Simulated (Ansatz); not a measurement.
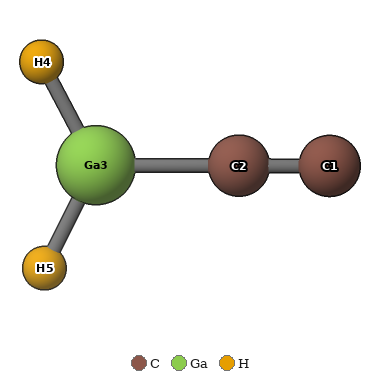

The system is C2H2Ga, SMILES [C]#[C][GaH2], spin multiplicity 2; the picture shows the reference structure. 
- The first coordinate is: bond length Ga3–H4; the second: bond length Ga3–H5.
- Nothing is relaxed (all other coordinates rigid).
- Grid: 7 × 7 points.
- Points are written as (first, second).
- Energies are in kJ/mol, from the lowest grid point.
- Theory: Ansatz, UKS PBE0-D4/def2-TZVP.

Its coordinates:

```yaml
atoms:
  - { symbol: C, position_ang: [1.0482, -1.3947, 1.6655] }
  - { symbol: C, position_ang: [0.5190, -0.6906, 0.8247] }
  - { symbol: Ga, position_ang: [-0.3162, 0.4209, -0.5026] }
  - { symbol: H, position_ang: [-1.5414, -0.1739, -1.2597] }
  - { symbol: H, position_ang: [0.2904, 1.8383, -0.7280] }
```

Range: bond length Ga3–H4 from 1.34 to 2.18 Å; bond length Ga3–H5 from 1.371 to 1.948 Å.

> Predict the map.

The lowest grid point is at (1.62 Å, 1.563 Å). The bottom of the well lies between grid points, at about (1.56 Å, 1.558 Å), about 2.6 kJ/mol lower on the interpolated surface. No other kind of well shows on this grid. The highest grid point, (2.18 Å, 1.948 Å), lies 193 kJ/mol above the lowest. Round the minimum the contours are nearly round: the two directions are equally stiff and uncoupled.

```
bond length Ga3–H5 ↓, bond length Ga3–H4 →  1.34  1.48  1.62  1.76  1.90  2.04  2.18
                                     1.948   110    68    66    86   118   154   193
                                     1.852    86    44    42    62    94   131   170
                                     1.756    66    24    22    42    73   110   149
                                     1.659    50     9     6    26    58    95   134
                                     1.563    44     2     0    20    52    89   128
                                     1.467    51     9     7    27    58    95   134
                                     1.371    78    35    33    53    84   121   160
```

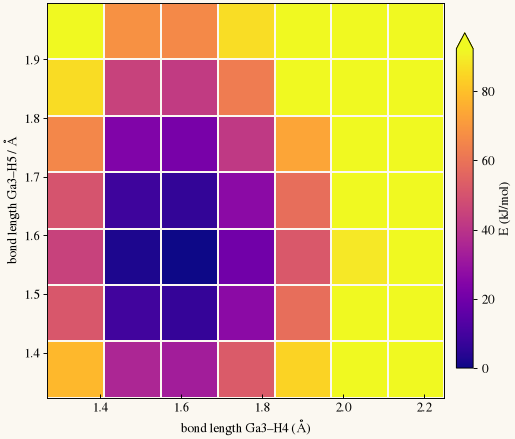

The picture shows one coloured cell a grid point, one colour for all values above the top of the scale.

Time for the 49 points that were run: 9.8 min on 1 thread of Arm Neoverse V2 (shared host).
